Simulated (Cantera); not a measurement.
Charge: 1 mol CH4, 0.036 mol CO2, equilibrated at 0.00100 bar.

Equilibrium computed with Cantera from the NASA thermochemical tables; the gas is ideal and each condensed phase is pure. Candidate condensed phases: C, C6H6, C7H8, C8H18, H2O; 110 gas species. Equilibrium is a limit: real reactors are often held back by kinetics, nucleation or transport.

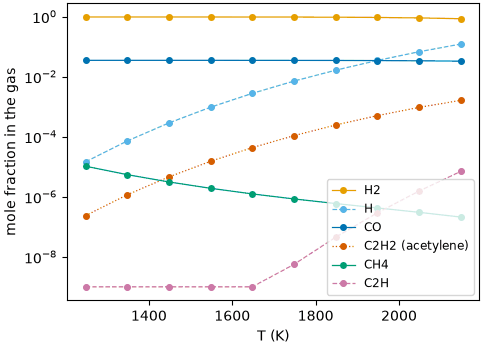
*Equilibrium gas composition (values under 1e-9 drawn at 1e-9)*

From 1248 K to 2148 K the condensed part is C(graphite). The main C-bearing gas is CO throughout.
